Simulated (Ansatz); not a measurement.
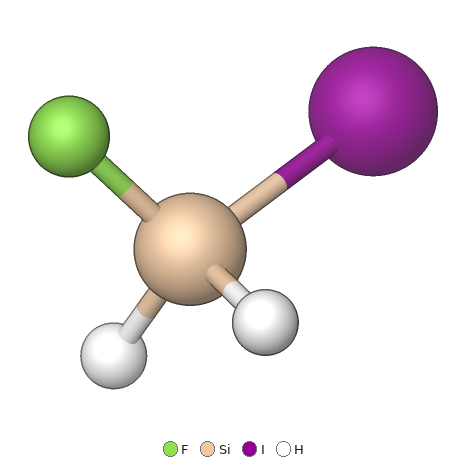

Rendered structure (ball-and-stick style).

Computed geometry: PBE0-D4/def2-TZVP optimisation.

What is the molecular formula?

Answer. FH2ISi, 5 atoms: 1 fluorine, 2 hydrogen, 1 iodine and 1 silicon.

Name functional groups in it.

Answer. Among them: Si–H bond.

How many bonds of each kind are drawn?

Answer. 2 Si–H, 1 F–Si, 1 I–Si.

More results for the same structure follow; atom numbers are the same in all pictures, views and colours differ.

## Geometry

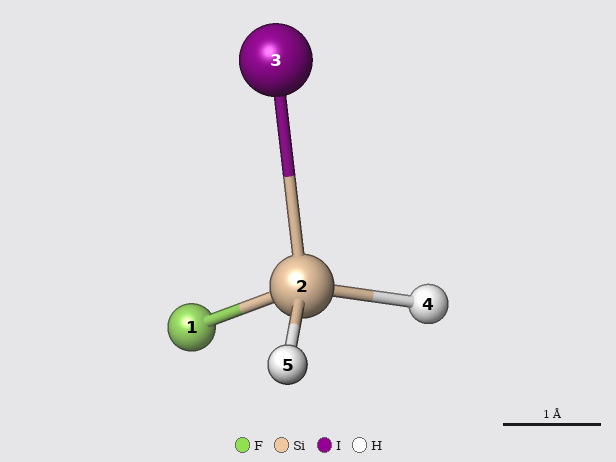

The atoms are numbered.

Give the bond lengths.

```csv
bond,length (Å),order
F1–Si2,1.592,single
Si2–I3,2.422,single
Si2–H4,1.477,single
Si2–H5,1.477,single
```

## Vibrations

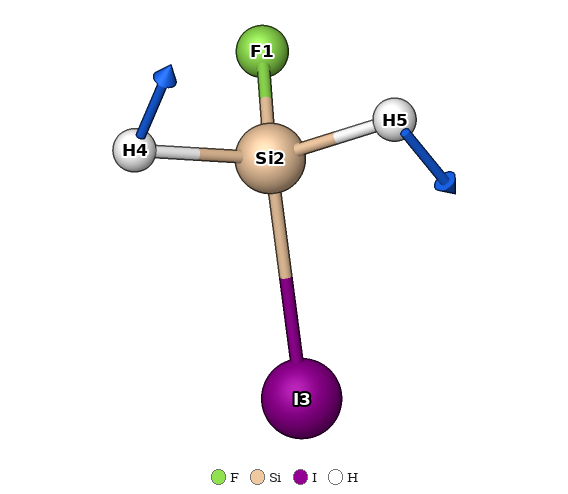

The arrows show one normal mode. Harmonic vibrations computed with RKS PBE0-D4/def2-TZVP, core potentials on I (Ansatz 0.2.0) at a stationary point of the same level.

What kind of motion is it?

Answer. Mostly H–Si–I bending.

Estimate its harmonic wavenumber.

Answer. 570 cm⁻¹; it is mode 3 of 9 counted from the lowest.

## Charges

The questions are on Mulliken charges. Method: RKS PBE-D4/def2-TZVPP, core potentials on I (Ansatz 0.2.0).

Give the Mulliken charges atom by atom.

```csv
atom,value (e)
F1,−0.26
Si2,0.48
I3,−0.12
H4,−0.05
H5,−0.05
```

## Electronic properties

Level of theory: RKS SPW92 (LDA)/def2-TZVPP, core potentials on I (Ansatz 0.2.0).

What does the calculation give?

- HOMO energy (Kohn–Sham orbital): −6.94 eV
- LUMO energy (Kohn–Sham orbital): −1.63 eV
- HOMO–LUMO gap: 5.32 eV

Mulliken values depend strongly on the basis set and can even reverse the polarity of a bond.
